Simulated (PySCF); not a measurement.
# AlNH2ClF (SMILES [NH2][Al]([F])[Cl]) at 6 levels

We compute a comparison of 6 runs (HF/3-21G, HF/def2-SVP, PBE0/def2-SVP, PBE/aug-cc-pVDZ, MP2/def2-SVP, CCSD(T)/6-31+G*) of AlNH2ClF. The job is set up through a Python script.

Program for the calculation: PySCF 2.14.0.

### Step 1. Starting point

AlNH2ClF has 6 atoms, charge 0, and is taken as a singlet. SMILES: `[NH2][Al]([F])[Cl]`. The shape is that of a PBE0-D4/def2-TZVP optimisation.

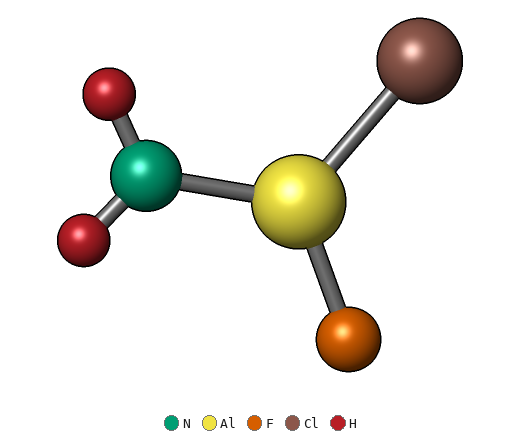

Viewed from a chosen angle; nitrogen teal, aluminium yellow, fluorine orange, chlorine brown, hydrogen red.

### Step 2. Energy and forces at HF/3-21G (run 1)

File input.xyz:

```xyz
6
AlClFH2N
N     -0.112300     0.982600    -0.025800
Al     0.152500    -0.739100     0.092300
F      1.041800    -1.345500     1.331100
Cl    -0.641100    -2.049400    -1.313600
H      0.246300     1.661500     0.624800
H     -0.645100     1.426000    -0.754900
```

File calc.py:

```python
from pyscf import gto, scf

mol = gto.M(
    atom='input.xyz',
    verbose=4,
    basis='3-21g',
    max_memory=1860,
)

mf = scf.RHF(mol)
mf.conv_tol = 1e-10
mf.kernel()
if not mf.converged:
    mf = mf.newton().run(mf.mo_coeff, mf.mo_occ)

e_tot = mf.e_tot
print('Final energy', e_tot)
grad = mf.nuc_grad_method().kernel()
mf.analyze()
```

Started as:

```
OMP_NUM_THREADS=1 python calc.py
```

Log:

```text
PySCF version 2.14.0

[... 60 lines left out ...]
converged SCF energy = -852.298926030453
[... 17 lines left out ...]
Two-electron Energy =                  526.724436229982530
[... 6 lines left out ...]
MO #3   energy= -26.1158287845058  occ= 2
[... 4 lines left out ...]
MO #8   energy= -7.95073291291809  occ= 2
[... 4 lines left out ...]
MO #13  energy= -1.52747317558067  occ= 2
[... 4 lines left out ...]
MO #18  energy= -0.613327445516281 occ= 2
[... 4 lines left out ...]
MO #23  energy= -0.471993120209817 occ= 2
[... 4 lines left out ...]
MO #28  energy= 0.203846480492069  occ= 0
[... 4 lines left out ...]
MO #33  energy= 0.52139577424039   occ= 0
[... 4 lines left out ...]
MO #38  energy= 0.950984663786369  occ= 0
[... 4 lines left out ...]
MO #43  energy= 1.62608196319206   occ= 0
[... 4 lines left out ...]
MO #48  energy= 3.75188904285816   occ= 0
[... 18 lines left out ...]
pop of  1 Al 3px          0.36178
pop of  1 Al 3py          0.47298
pop of  1 Al 3pz          0.36914
pop of  1 Al 4px          0.00849
pop of  1 Al 4py          0.01591
pop of  1 Al 4pz          0.01849
pop of  2 F 1s            1.99989
pop of  2 F 2s            1.82614
pop of  2 F 3s            0.00224
pop of  2 F 2px           1.89243
pop of  2 F 2py           1.90477
pop of  2 F 2pz           1.86901
pop of  2 F 3px           0.00132
pop of  2 F 3py           0.00105
pop of  2 F 3pz           0.00172
pop of  3 Cl 1s           1.99999
pop of  3 Cl 2s           1.99968
pop of  3 Cl 3s           1.82582
pop of  3 Cl 4s           0.00441
pop of  3 Cl 2px          1.99994
pop of  3 Cl 2py          1.99992
pop of  3 Cl 2pz          1.99992
pop of  3 Cl 3px          1.88462
pop of  3 Cl 3py          1.83291
pop of  3 Cl 3pz          1.81155
pop of  3 Cl 4px          0.00174
pop of  3 Cl 4py          0.00088
pop of  3 Cl 4pz          0.00120
pop of  4 H 1s            0.76854
pop of  4 H 2s            0.01013
pop of  5 H 1s            0.76871
pop of  5 H 2s            0.01011
 ** Mulliken atomic charges  **
charge of    0N =     -0.72101
charge of    1Al =      1.13963
charge of    2F =     -0.49857
charge of    3Cl =     -0.36256
charge of    4H =      0.22133
charge of    5H =      0.22118
Dipole moment(X, Y, Z, Debye): -0.16177,  3.43643,  0.31533
```

Run time: 1.6 s. Hardware: 1 thread of Intel Xeon at 2.70GHz, shared host; peak memory 0.12 GiB.

### Step 3. Energy and gradient at HF/def2-SVP (run 2)

File calc.py:

```python
import pyscf.grad
from pyscf import gto, scf

mol = gto.M(
    atom='''
N     -0.112300     0.982600    -0.025800
Al     0.152500    -0.739100     0.092300
F      1.041800    -1.345500     1.331100
Cl    -0.641100    -2.049400    -1.313600
H      0.246300     1.661500     0.624800
H     -0.645100     1.426000    -0.754900
''',
    verbose=4,
    max_memory=1860,
    basis='def2-svp',
)

myscf = scf.RHF(mol)
myscf.conv_tol = 1e-10
myscf.kernel()
if not myscf.converged:
    myscf = myscf.newton().run(myscf.mo_coeff, myscf.mo_occ)

e_final = myscf.e_tot
print('E = %.10f Eh' % e_final)
grad = myscf.Gradients().kernel()
myscf.analyze()
```

Started as:

```
OMP_NUM_THREADS=1 python calc.py
```

Log:

```text
PySCF version 2.14.0

[... 79 lines left out ...]
One-electron Energy =                -1581.712774125378473
[... 8 lines left out ...]
MO #4   energy= -15.5446886514978  occ= 2
[... 6 lines left out ...]
MO #11  energy= -3.25074511998696  occ= 2
[... 6 lines left out ...]
MO #18  energy= -0.628991238695788 occ= 2
[... 6 lines left out ...]
MO #25  energy= 0.0910104774186022 occ= 0
[... 6 lines left out ...]
MO #32  energy= 0.441748327686414  occ= 0
[... 6 lines left out ...]
MO #39  energy= 0.825848350918418  occ= 0
[... 6 lines left out ...]
MO #46  energy= 1.06809126993839   occ= 0
[... 6 lines left out ...]
MO #53  energy= 1.43111895964215   occ= 0
[... 6 lines left out ...]
MO #60  energy= 2.02451619285557   occ= 0
[... 6 lines left out ...]
MO #67  energy= 3.11924193392748   occ= 0
[... 6 lines left out ...]
MO #74  energy= 3.89514461644737   occ= 0
[... 44 lines left out ...]
pop of  2 F 3dyz          0.00081
pop of  2 F 3dz^2         0.00090
pop of  2 F 3dxz          0.00116
pop of  2 F 3dx2-y2       0.00040
pop of  3 Cl 1s           2.00000
pop of  3 Cl 2s           1.99998
pop of  3 Cl 3s           1.81075
pop of  3 Cl 4s           0.00117
pop of  3 Cl 2px          2.00000
pop of  3 Cl 2py          1.99999
pop of  3 Cl 2pz          1.99999
pop of  3 Cl 3px          1.87382
pop of  3 Cl 3py          1.83187
pop of  3 Cl 3pz          1.80832
pop of  3 Cl 4px          0.00049
pop of  3 Cl 4py          0.00034
pop of  3 Cl 4pz          0.00028
pop of  3 Cl 3dxy         0.00226
pop of  3 Cl 3dyz         0.00489
pop of  3 Cl 3dz^2        0.00194
pop of  3 Cl 3dxz         0.00227
pop of  3 Cl 3dx2-y2      0.00135
pop of  4 H 1s            0.76591
pop of  4 H 2s            0.00956
pop of  4 H 2px           0.00118
pop of  4 H 2py           0.00095
pop of  4 H 2pz           0.00120
pop of  5 H 1s            0.76537
pop of  5 H 2s            0.00950
pop of  5 H 2px           0.00147
pop of  5 H 2py           0.00047
pop of  5 H 2pz           0.00140
 ** Mulliken atomic charges  **
charge of    0N =     -0.74941
charge of    1Al =      1.21139
charge of    2F =     -0.56527
charge of    3Cl =     -0.33970
charge of    4H =      0.22120
charge of    5H =      0.22179
Dipole moment(X, Y, Z, Debye): -0.48644,  2.60091, -0.30885
```

It took 4.2 s on 1 thread of Intel Xeon at 2.70GHz, shared host; peak memory 0.15 GiB.

Runs 3 to 5 aren't shown in full; the table further down has their settings and results.

### Step 4. The energy at CCSD(T)/6-31+G(d) (spherical functions) (run 6)

File calc.py:

```python
from pyscf import gto, scf, cc

mol = gto.Mole()
mol.atom = '''
N     -0.112300     0.982600    -0.025800
Al     0.152500    -0.739100     0.092300
F      1.041800    -1.345500     1.331100
Cl    -0.641100    -2.049400    -1.313600
H      0.246300     1.661500     0.624800
H     -0.645100     1.426000    -0.754900
'''
mol.charge = 0
mol.verbose = 4
mol.max_memory = 1860
mol.basis = '6-31+g*'
mol.build()

mf = scf.RHF(mol)
mf.conv_tol = 1e-10
mf.kernel()
if not mf.converged:
    mf = mf.newton().run(mf.mo_coeff, mf.mo_occ)

mycc = cc.CCSD(mf, frozen=12)
mycc.kernel()
e_t = mycc.ccsd_t()
energy = mycc.e_tot + e_t
print('Final energy', energy)
dip = mf.dip_moment()
pop, q = mf.mulliken_pop()
```

Started as:

```
OMP_NUM_THREADS=1 python calc.py
```

Log:

```text
PySCF version 2.14.0

[... 62 lines left out ...]
converged SCF energy = -856.638073786301
[... 12 lines left out ...]
Init t2, MP2 energy = -857.161548819431  E_corr(MP2) -0.523475033129671
[... 12 lines left out ...]
CCSD converged
[... 2 lines left out ...]
Final energy -857.1977081033125
Dipole moment(X, Y, Z, Debye): -0.40990,  2.64892, -0.18585
[... 52 lines left out ...]
pop of  2 F 4py           0.03386
pop of  2 F 4pz           0.01150
pop of  2 F 3dxy          0.00118
pop of  2 F 3dyz          0.00198
pop of  2 F 3dz^2         0.00245
pop of  2 F 3dxz          0.00264
pop of  2 F 3dx2-y2       0.00113
pop of  3 Cl 1s           1.99967
pop of  3 Cl 2s           1.99838
pop of  3 Cl 3s           1.34163
pop of  3 Cl 4s           0.61693
pop of  3 Cl 5s           0.00617
pop of  3 Cl 2px          1.99383
pop of  3 Cl 2py          1.99360
pop of  3 Cl 2pz          1.99346
pop of  3 Cl 3px          1.22155
pop of  3 Cl 3py          1.20577
pop of  3 Cl 3pz          1.18812
pop of  3 Cl 4px          0.63547
pop of  3 Cl 4py          0.56686
pop of  3 Cl 4pz          0.55314
pop of  3 Cl 5px          0.01112
pop of  3 Cl 5py          0.02169
pop of  3 Cl 5pz          0.01582
pop of  3 Cl 3dxy         0.00211
pop of  3 Cl 3dyz         0.00472
pop of  3 Cl 3dz^2        0.00170
pop of  3 Cl 3dxz         0.00214
pop of  3 Cl 3dx2-y2      0.00124
pop of  4 H 1s            0.48914
pop of  4 H 2s            0.08840
pop of  5 H 1s            0.48977
pop of  5 H 2s            0.08320
 ** Mulliken atomic charges  **
charge of    0N =     -1.11651
charge of    1Al =      1.13156
charge of    2F =     -0.48941
charge of    3Cl =     -0.37512
charge of    4H =      0.42245
charge of    5H =      0.42703
```

It took 21 s on 1 thread of Intel Xeon at 2.70GHz, shared host; peak memory 0.35 GiB.

### Step 5. The series

| run | level | integration grid | frozen core orbitals | energy (Eh) | dipole moment (D) of the reference | HOMO energy (eV) | LUMO energy (eV) | wall time |
| --- | --- | --- | --- | --- | --- | --- | --- | --- |
| 1 | HF/3-21G | – | – | -852.298926 | 3.45 | -11.45 | 2.68 | 1.6 s |
| 2 | HF/def2-SVP | – | – | -856.322267 | 2.66 | -11.47 | 2.48 | 4.2 s |
| 3 | PBE0/def2-SVP | 5 | – | -857.845872 | 2.65 | -7.81 | -0.36 | 28 s |
| 4 | PBE/aug-cc-pVDZ | 5 | – | -858.146294 | 2.45 | -6.69 | -1.79 | 52 s |
| 5 | MP2/def2-SVP | – | 12 | -856.868117 | 2.66 | -11.47 | 2.48 | 7.5 s |
| 6 | CCSD(T)/6-31+G* (spherical functions) | – | 12 | -857.197708 | 2.69 | -11.60 | 0.98 | 21 s |

### Step 6. What came out

```
                                           quantity          value
                                run 6: total energy  -857.19771 Eh
        run 6: dipole moment (Hartree–Fock density)         2.69 D
         run 6: HOMO energy (Hartree–Fock orbitals)      -11.60 eV
         run 6: LUMO energy (Hartree–Fock orbitals)        0.98 eV
       run 6: HOMO–LUMO gap (Hartree–Fock orbitals)       12.57 eV
run 6: correlation energy (12 core orbitals frozen)     -559.6 mEh
                              run 6: (T) correction     -11.70 mEh
                               run 6: T1 diagnostic          0.013
```

What this shows: Over runs 1, 2, 3, 4 the dipole moment (its size) runs from 2.45 D (PBE/aug-cc-pVDZ) to 3.45 D (HF/3-21G). The two ends differ in method and basis. Over runs 1, 2, 3, 4 the HOMO–LUMO gap runs from 4.90 eV (PBE/aug-cc-pVDZ) to 14.13 eV (HF/3-21G). Totals of different functionals can't be ranked against each other. All runs together took 1.9 min, the longest 52 s.
